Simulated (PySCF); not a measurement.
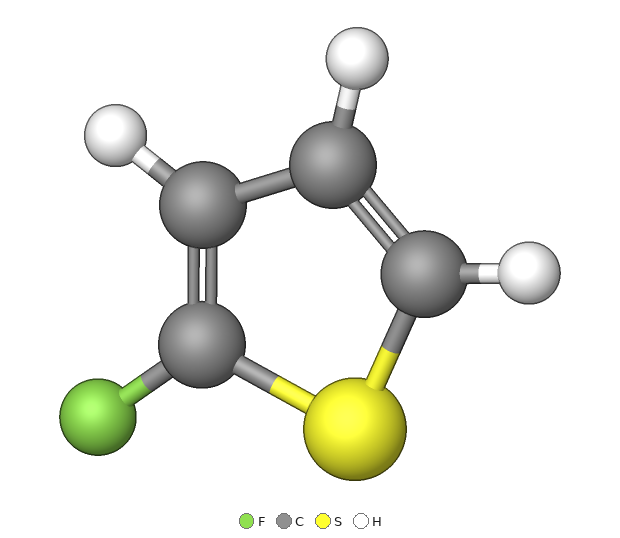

Ball-and-stick drawing of a structure. Multiple sticks mark multiple bonds (one Kekulé form).

Computed geometry: PBE0-D3(BJ)/def2-TZVP optimisation. No frequency run is at hand to confirm it as a minimum.

> Which formula does it have?

C₄H₃FS, 9 atoms: 4 carbon, 3 hydrogen, 1 fluorine and 1 sulfur.

> Write the SMILES.

Fc1cccs1

> How many bonds of each kind are drawn?

3 C–C, 3 C–H, 2 C–S, 1 C–F.

> Name functional groups in it.

Among them: C–F bond.

More results for the same structure follow; atom numbers are the same in all pictures, views and colours differ.

**Shape**

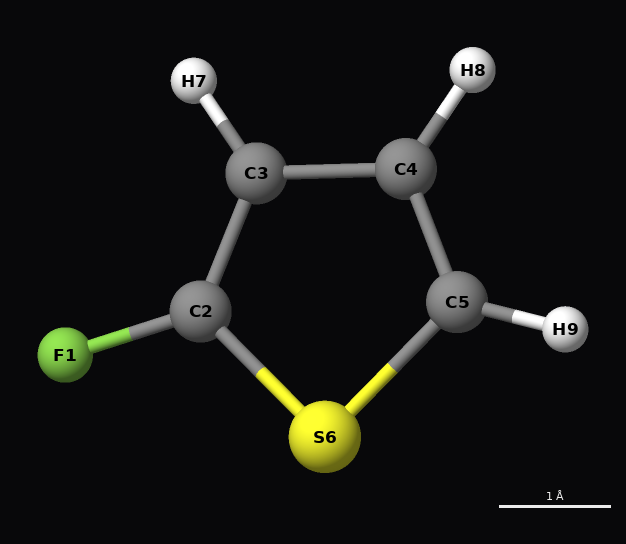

The atoms are numbered. No frequency run is at hand to confirm it as a minimum.

What are the angles F1–C2–C3, F1–C2–S6, C3–C2–S6, C2–C3–C4, C2–C3–H7, C4–C3–H7, C3–C4–C5, C3–C4–H8, C5–C4–H8, C4–C5–S6, C4–C5–H9, S6–C5–H9, C2–S6–C5?

| angle | degrees |
| --- | --- |
| F1–C2–C3 | 126.8 |
| F1–C2–S6 | 119.6 |
| C3–C2–S6 | 113.5 |
| C2–C3–C4 | 110.7 |
| C2–C3–H7 | 123.6 |
| C4–C3–H7 | 125.7 |
| C3–C4–C5 | 113.3 |
| C3–C4–H8 | 123.6 |
| C5–C4–H8 | 123.2 |
| C4–C5–S6 | 111.9 |
| C4–C5–H9 | 128.5 |
| S6–C5–H9 | 119.6 |
| C2–S6–C5 | 90.6 |

**Dipole moment**

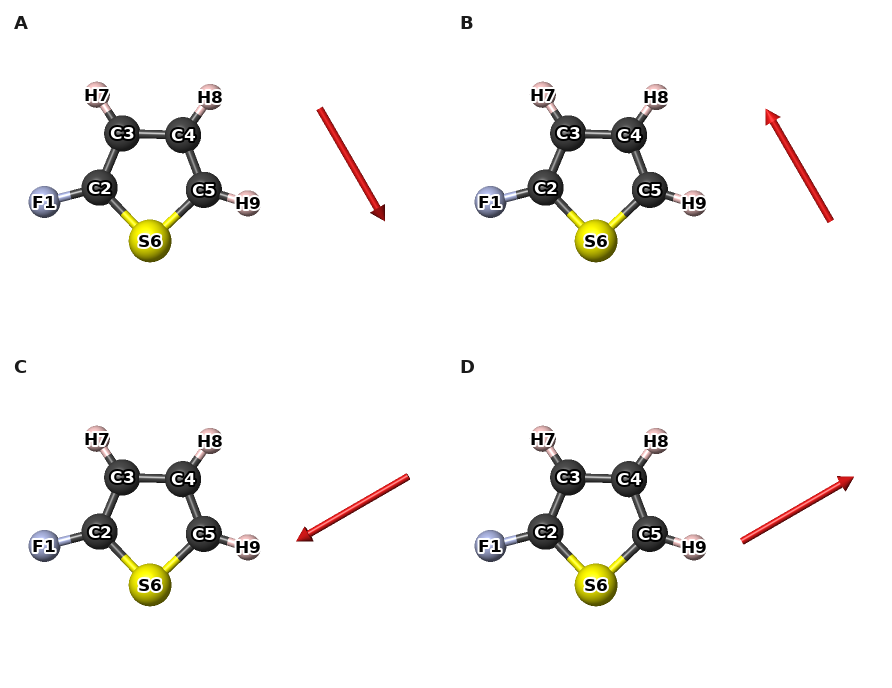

The same molecule four times, each with an arrow. No frequency run is at hand to confirm it as a minimum. Level of theory: PBE0/pcSseg-2, gas phase (PySCF 2.14.0).

> Which arrow points along the dipole moment, from the negative to the positive end?

D. The dipole moment is 1.52 D; it points from the side of F1 to the side of H8 (the outermost atoms at the two ends).

**NMR shielding**

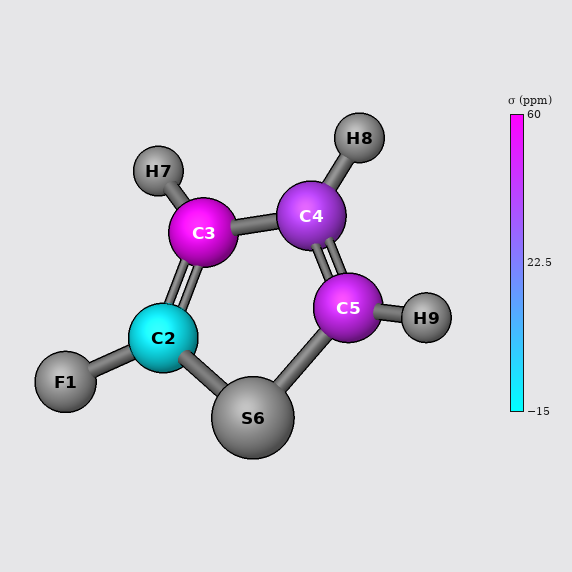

Atoms are coloured by their isotropic NMR shieldings (C only, the others grey). No frequency run is at hand to confirm it as a minimum. Level of theory: GIAO WP04/pcSseg-2 NMR shielding, non-relativistic, IEF-PCM chloroform (PySCF 2.14.0).

> Which C atom is the most shielded (lowest chemical shift)?

C3 (57.6 ppm).

> Which C atom is the least shielded (highest chemical shift)?

C2 (−10.7 ppm).

> How wide is the range of C shifts?

68.3 ppm.

List the isotropic NMR shieldings of the C atoms.

```tsv
atom	σ (ppm)
C2	−10.7
C3	57.6
C4	40.8
C5	47.6
```

**Quadrupole coupling**

No frequency run is at hand to confirm it as a minimum. Electric field gradients from the ground-state density, PBE0/pcSseg-2 (PySCF 2.14.0), non-relativistic apart from any core potentials.

Give the largest field-gradient component, the quadrupole coupling constant and the asymmetry for 33S at S6 (Q = −67.81 mb), 2H at H7 (Q = 2.86 mb), 2H at H8 (Q = 2.86 mb), 2H at H9 (Q = 2.86 mb).

```tsv
atom	V_zz (a.u.)	e²qQ/h (MHz)	η
S6	1.841	−29.3	0.63
H7	0.303	0.203	0.07
H8	0.301	0.202	0.06
H9	0.306	0.206	0.10
```

**Ring current**

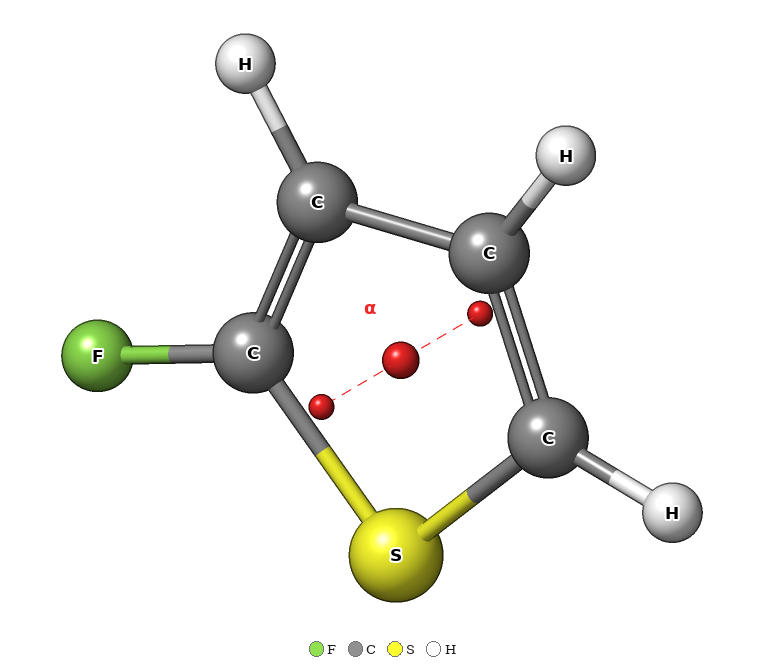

The small points mark where nucleus-independent chemical shifts (NICS) were computed: at the centre of each lettered ring and 1 Å above and below it. No frequency run is at hand to confirm it as a minimum. Properties computed with GIAO KT3/pcSseg-2 NMR shielding, non-relativistic, gas phase (PySCF 2.14.0).

Give NICS(0), NICS(1) and the out-of-plane component NICS(1)zz for each ring (means of the two sides).

```csv
ring,members,NICS(0),NICS(1),NICS(1)zz
α,C4S,−13.6,−8.8,−24.2
```

Values in ppm.

> What do the values say about the ring currents?

Ring α: diatropic, as in an aromatic ring. NICS is one index among several.
